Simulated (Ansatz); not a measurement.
**Run report: Li$_{16}$Si, nudged elastic band (part 3 of 3)**

Li$_{16}$Si (slab, 17 atoms in the cell); DFT PBE, scalar-relativistic, plane waves, PAW, no spin polarisation (Ansatz 0.2.0); cutoff 420 eV, 3×3×1 k-mesh, Gaussian smearing of 0.05 eV. The input holds or restrains some coordinates. It belongs to a series of runs on one base structure; here: band between the two ends.

Geometry of the input (Å; fractional positions):
```
6.9800  0.0000  0.0000
3.4900  4.9356  0.0000
0.0000  0.0000  19.4034
Li -0.2500  0.5000  0.0515
Li 0.2500  0.5000  0.0515
Li -0.2500  1.0000  0.0515
Li 0.2500  1.0000  0.0515
Li 0.0014  -0.0508  0.1748
Li 0.5770  -0.0959  0.1694
Li 0.0829  0.3747  0.1722
Li 0.4990  0.4707  0.1683
Li -0.2296  0.4817  0.2848
Li 0.1844  0.5645  0.2997
Li -0.3346  1.1038  0.2973
Li 0.2950  0.9551  0.2965
Li -0.0250  0.0354  0.4107
Li 0.3833  0.1826  0.4212
Li -0.1821  0.6223  0.4128
Li 0.4624  0.5995  0.5137
Si 0.4901  0.5366  0.3887
```

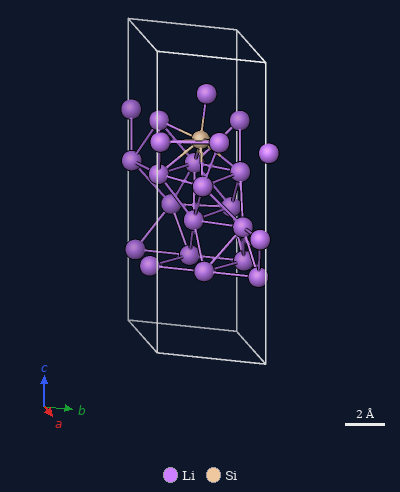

Fig. 1: The starting structure (ball-and-stick view of the cell of the calculation, with the vacuum cut short, seen slightly off an axis).

## Output, continued
```
  k-point 1: bands = ["-47.7740", "-47.7349", "-47.7269", "-47.6993", "-47.6953", "-47.6777", "-47.4966", "-47.4717", "-47.4471", "-47.3084", "-47.2916", "-47.2707", "-47.2132", "-47.1825", "-46.9373", "-46.8913", "-7.6399", "-3.4138", "-2.9703", "-2.5799", "-2.5304", "-1.8229", "-1.6744", "-1.3999", "-1.3423", "-1.1985", "-0.6607", "-0.3851", "-0.1729", "0.0101", "0.1695", "0.5383", "0.7962", "1.2852", "1.3936", "1.6532", "1.8992", "2.4342", "2.5881", "2.6748", "2.7059", "2.8172", "3.1214"]
  k-point 2: bands = ["-47.7740", "-47.7351", "-47.7270", "-47.7008", "-47.6938", "-47.6775", "-47.4966", "-47.4717", "-47.4471", "-47.3084", "-47.2917", "-47.2706", "-47.2131", "-47.1824", "-46.9375", "-46.8912", "-7.6648", "-3.5388", "-3.1176", "-2.6522", "-2.2460", "-2.0838", "-1.7324", "-1.2995", "-0.8838", "-0.8021", "-0.6046", "-0.3027", "-0.2146", "-0.0437", "0.3180", "0.6006", "0.9735", "1.2841", "1.4210", "1.9326", "2.1472", "2.4443", "2.4644", "2.5969", "2.7875", "2.9404", "3.1693"]
  k-point 4: bands = ["-47.7740", "-47.7349", "-47.7269", "-47.6992", "-47.6954", "-47.6776", "-47.4966", "-47.4717", "-47.4471", "-47.3083", "-47.2916", "-47.2707", "-47.2132", "-47.1825", "-46.9373", "-46.8913", "-7.6315", "-3.1251", "-2.9868", "-2.8170", "-2.5309", "-2.3556", "-2.1721", "-1.3562", "-1.0812", "-0.8070", "-0.6770", "-0.1308", "0.0227", "0.2925", "0.5031", "0.6706", "0.9685", "1.2700", "1.3347", "1.4710", "1.5946", "1.8113", "2.6558", "2.8926", "3.0166", "3.1189", "3.2369"]
this run last wrote the band of iteration 13 to [file]; this run last wrote the band within `neb.f_tol` of iteration 12 to [file]
--- NEB band (9 images, 13 band iterations, 1139 SCF iterations) ---
  forward barrier  = 0.335161 eV
  backward barrier = 0.335161 eV
  lagrangian_above_aufbau_ev (what the smearing adds, to first order; not taken off the barriers): saddle image -0.009883 eV, end points -0.006366 and -0.006366 eV
  climbing image's point = of a kind that is not told: the force calls were inconclusive, a negative curvature could not be distinguished from the path's own, the only one lies far off the path, or fixed occupations may fill a level only in part (lowest curvatures found: -0.22 and -0.01 eV/Å²)
  energies are F+E_penalty+E_count in eV, relative to image 0
  image     s (Å)  Δ vs image 0  max|band force component| (eV/Å)
      0    0.0000      0.000000                                 —
      1    1.4760      0.036632                          8.884e-3
      2    2.9521      0.124494                          4.089e-2
  *   3    4.4183      0.335161                          2.358e-2
      4    5.9999      0.225598                          4.863e-2
      5    7.5763      0.068783                          2.167e-2
      6    9.1529      0.016102                          2.583e-2
      7   10.7297      0.039986                          3.094e-2
      8   12.3066      0.000000                                 —
  climbing-image geometry (image 3):
  cell:  # Å, volume = 668.4576 Å³
    - [6.98, 0.0, 0.0]
    - [3.49, 4.935605, 0.0]
    - [0.0, 0.0, 19.403408]
  atoms:
    - { symbol: Li, position: [-0.24999999999999994, 0.4999999999999999, 0.0515373] }
    - { symbol: Li, position: [0.25000000000000006, 0.4999999999999999, 0.0515373] }
    - { symbol: Li, position: [-0.2499999999999999, 0.9999999999999998, 0.0515373] }
    - { symbol: Li, position: [0.2500000000000001, 0.9999999999999998, 0.0515373] }
    - { symbol: Li, position: [0.029296011759952795, 0.0020335168967186698, 0.17567363227347205] }
    - { symbol: Li, position: [0.5034461234274601, -0.04931690382215439, 0.17784073304434947] }
    - { symbol: Li, position: [0.021352146536526895, 0.5144711599333085, 0.17257782772347183] }
    - { symbol: Li, position: [0.5126611515879838, 0.4438196944145337, 0.16641582798528382] }
    - { symbol: Li, position: [-0.2513437276197178, 0.4764328171273991, 0.2796380035877479] }
    - { symbol: Li, position: [0.3488053726198701, 0.380526293667425, 0.3027448430313729] }
    - { symbol: Li, position: [-0.18182795941626118, 0.9078794312181833, 0.29267039912141596] }
    - { symbol: Li, position: [0.2279505359256251, 0.9251082526283338, 0.3362570293788419] }
    - { symbol: Li, position: [-0.002002055860843911, -0.030871826457573633, 0.47562989430003516] }
    - { symbol: Li, position: [0.5040151759398069, 0.06582478378006783, 0.4312756538183078] }
    - { symbol: Li, position: [-0.05028326787986365, 0.48066023423930576, 0.40924874846592935] }
    - { symbol: Li, position: [0.5003986785806422, 0.5737207999760928, 0.47729630628458186] }
    - { symbol: Si, position: [0.7245377090290808, 0.25467929764372166, 0.383805954271443] }
```

## The last band as extended XYZ (Å, eV, eV/Å)
```
17
Lattice="6.9800 0.0000 0.0000 3.4900 4.9356 0.0000 0.0000 0.0000 19.4034" Properties=species:S:1:pos:R:3:forces:R:3 image=0 energy=-3909.10218
Li    0.0000    2.4678    1.0000   -0.0181  -0.0254   0.0729
Li    3.4900    2.4678    1.0000   -0.0013   0.0146  -0.0345
Li    1.7450    4.9356    1.0000    0.0109   0.0313  -0.0778
Li    5.2350    4.9356    1.0000    0.0099  -0.0361   0.0397
Li   -0.1675   -0.2506    3.3908   -0.0013  -0.0020  -0.0064
Li    3.6927   -0.4732    3.2877    0.0060  -0.0012   0.0012
Li    1.8867    1.8496    3.3414   -0.0067  -0.0029   0.0043
Li    5.1255    2.3233    3.2650    0.0046  -0.0014   0.0038
Li    0.0787    2.3775    5.5255    0.0038   0.0074   0.0033
Li    3.2570    2.7863    5.8153   -0.0031   0.0033   0.0063
Li    1.5169    5.4478    5.7696    0.0037   0.0016  -0.0049
Li    5.3924    4.7142    5.7540    0.0025  -0.0038  -0.0018
Li   -0.0513    0.1747    7.9684   -0.0001  -0.0017  -0.0059
Li    3.3125    0.9015    8.1724   -0.0083  -0.0020   0.0015
Li    0.9009    3.0713    8.0105   -0.0093   0.0060   0.0004
Li    5.3200    2.9591    9.9673   -0.0017   0.0001  -0.0121
Si    5.2941    2.6486    7.5427    0.0084   0.0121   0.0101
17
Lattice="6.9800 0.0000 0.0000 3.4900 4.9356 0.0000 0.0000 0.0000 19.4034" Properties=species:S:1:pos:R:3:forces:R:3 image=2 energy=-3908.97768
Li    0.0000    2.4678    1.0000   -0.0052  -0.0109   0.1042
Li    3.4900    2.4678    1.0000    0.0474  -0.0037  -0.0670
Li    1.7450    4.9356    1.0000    0.0091   0.0053   0.1007
Li    5.2350    4.9356    1.0000    0.0189  -0.0088  -0.0638
Li    0.2782    0.0232    3.3641   -0.0172   0.0005  -0.0153
Li    3.3436   -0.1904    3.4604    0.0041   0.0315  -0.0134
Li    1.9559    2.6837    3.3400   -0.0229  -0.0142  -0.0068
Li    5.1714    2.2124    3.2905    0.0061   0.0054   0.0067
Li    0.1370    2.0252    5.4669    0.0264  -0.0178   0.0015
Li    3.5630    1.9343    5.8276   -0.0377   0.0158   0.0044
Li    1.9149    4.6252    5.7896    0.0011   0.0335   0.0138
Li    5.2958    4.1778    6.1867    0.0377  -0.0342  -0.0479
Li   -0.0981   -0.3475    8.4462    0.0009  -0.0324  -0.0996
Li    3.6649    0.2217    8.3253   -0.0478   0.0119   0.0002
Li    1.1752    2.2967    7.9619    0.0162  -0.0419  -0.0088
Li    5.5776    2.6734    9.7907   -0.0032  -0.0225   0.0625
Si    5.6077    1.7555    7.5349   -0.0340   0.0825   0.0288
17
Lattice="6.9800 0.0000 0.0000 3.4900 4.9356 0.0000 0.0000 0.0000 19.4034" Properties=species:S:1:pos:R:3:forces:R:3 image=3 energy=-3908.76702
Li    0.0000    2.4678    1.0000    0.0075  -0.0155   0.0886
Li    3.4900    2.4678    1.0000    0.0041   0.0163  -0.1336
Li    1.7450    4.9356    1.0000    0.0106  -0.0050   0.1140
Li    5.2350    4.9356    1.0000   -0.0184   0.0080  -0.0572
Li    0.2116    0.0100    3.4087   -0.0025  -0.0016  -0.0018
Li    3.3419   -0.2434    3.4507    0.0022  -0.0010  -0.0017
Li    1.9445    2.5392    3.3486   -0.0003  -0.0045   0.0020
Li    5.1273    2.1905    3.2290    0.0005   0.0026  -0.0011
Li   -0.0916    2.3515    5.4259   -0.0034   0.0005   0.0003
Li    3.7627    1.8781    5.8743   -0.0018   0.0013   0.0031
Li    1.8993    4.4809    5.6788    0.0031  -0.0005  -0.0013
Li    4.8197    4.5660    6.5245   -0.0016   0.0034  -0.0001
Li   -0.1217   -0.1524    9.2288   -0.0216   0.0223  -0.0021
Li    3.7478    0.3249    8.3682   -0.0018   0.0043  -0.0022
Li    1.3265    2.3723    7.9408    0.0000  -0.0062   0.0031
Li    5.4951    2.8317    9.2612    0.0175  -0.0236  -0.0028
Si    5.9461    1.2570    7.4471    0.0058  -0.0006  -0.0071
17
Lattice="6.9800 0.0000 0.0000 3.4900 4.9356 0.0000 0.0000 0.0000 19.4034" Properties=species:S:1:pos:R:3:forces:R:3 image=5 energy=-3909.03339
Li    0.0000    2.4678    1.0000   -0.0069  -0.0143   0.0823
Li    3.4900    2.4678    1.0000   -0.0122   0.0226  -0.0635
Li    1.7450    4.9356    1.0000    0.0061  -0.0268   0.1040
Li    5.2350    4.9356    1.0000   -0.0225   0.0224  -0.0141
Li    0.1174   -0.1727    3.3659   -0.0165  -0.0013  -0.0097
Li    3.2746   -0.5494    3.3800   -0.0025  -0.0195  -0.0177
Li    1.8800    2.2570    3.3911   -0.0033  -0.0199  -0.0033
Li    5.0447    1.9735    3.2730   -0.0199   0.0010   0.0017
Li   -0.1628    2.2234    5.6524    0.0083  -0.0132  -0.0119
Li    3.6292    2.8634    5.8293   -0.0198   0.0782  -0.0010
Li    1.5132    4.8581    5.5977   -0.0274   0.0360  -0.0119
Li    5.3392    5.1393    6.0650    0.0216   0.0162  -0.0248
Li    0.6695    0.2415    9.7650    0.0054  -0.0114   0.0169
Li    4.0492    0.3654    8.2536    0.0142  -0.0019  -0.0071
Li    1.7183    2.6708    7.9551    0.0171  -0.0103  -0.0040
Li    5.5176    2.8093    8.1193   -0.0018  -0.0019  -0.0215
Si    6.6199    0.2971    7.5490    0.0601  -0.0557  -0.0142
17
Lattice="6.9800 0.0000 0.0000 3.4900 4.9356 0.0000 0.0000 0.0000 19.4034" Properties=species:S:1:pos:R:3:forces:R:3 image=6 energy=-3909.08608
Li    0.0000    2.4678    1.0000    0.0041  -0.0189   0.0356
Li    3.4900    2.4678    1.0000   -0.0115   0.0250  -0.0963
Li    1.7450    4.9356    1.0000    0.0305   0.0046   0.0513
Li    5.2350    4.9356    1.0000    0.0026   0.0056  -0.0113
Li    0.0512    0.0933    3.2541    0.0051  -0.0007  -0.0004
Li    3.5021   -0.3909    3.3259   -0.0267   0.0010   0.0038
Li    1.9566    2.3433    3.3634   -0.0027   0.0122   0.0042
Li    5.0631    2.3575    3.3080   -0.0022  -0.0085  -0.0015
Li   -0.0152    2.5698    5.7397   -0.0131   0.0006  -0.0005
Li    3.5371    3.2563    5.7876   -0.0037  -0.0190  -0.0043
Li    1.6934    5.3286    5.5148   -0.0027  -0.0137   0.0077
Li    5.4317    5.3852    5.7724    0.0089   0.0033   0.0159
Li   -0.1724    0.5242    9.9995    0.0096  -0.0023  -0.0147
Li    4.2492    0.5197    8.0030    0.0268   0.0092   0.0142
Li    1.7858    2.6289    8.0584   -0.0009   0.0212  -0.0021
Li    5.3243    3.3339    8.1024    0.0057  -0.0225  -0.0049
Si    6.9300    0.4684    7.5580   -0.0299   0.0030   0.0033
17
Lattice="6.9800 0.0000 0.0000 3.4900 4.9356 0.0000 0.0000 0.0000 19.4034" Properties=species:S:1:pos:R:3:forces:R:3 image=8 energy=-3909.10218
Li    0.0000    2.4678    1.0000    0.0099  -0.0361   0.0397
Li    3.4900    2.4678    1.0000    0.0109   0.0313  -0.0778
Li    1.7450    4.9356    1.0000   -0.0013   0.0146  -0.0345
Li    5.2350    4.9356    1.0000   -0.0181  -0.0254   0.0729
Li   -0.1095   -0.1445    3.2650    0.0046  -0.0014   0.0038
Li    3.6317   -0.6182    3.3414   -0.0067  -0.0029   0.0043
Li    1.9477    1.9946    3.2877    0.0060  -0.0012   0.0012
Li    5.0675    2.2172    3.3908   -0.0013  -0.0020  -0.0064
Li    0.1574    2.2464    5.7540    0.0025  -0.0038  -0.0018
Li    3.2619    2.9800    5.7696    0.0037   0.0016  -0.0049
Li    1.5120    5.2541    5.8153   -0.0031   0.0033   0.0063
Li    5.3137    4.8453    5.5255    0.0038   0.0074   0.0033
Li    0.0850    0.4913    9.9673   -0.0017   0.0001  -0.0121
Li    2.6459    0.6035    8.0105   -0.0093   0.0060   0.0004
Li    1.5675    3.3693    8.1724   -0.0083  -0.0020   0.0015
Li    5.1837    2.6425    7.9684   -0.0001  -0.0017  -0.0059
Si    7.0391    0.1808    7.5427    0.0084   0.0121   0.0101
```

## Results in brief

```tsv
quantity	value
outcome	converged under the restraints of the input
barrier, forward	0.335 eV
barrier, backward	0.335 eV
electrons treated	52
wall time	13 min
peak memory	1.2 GiB
```
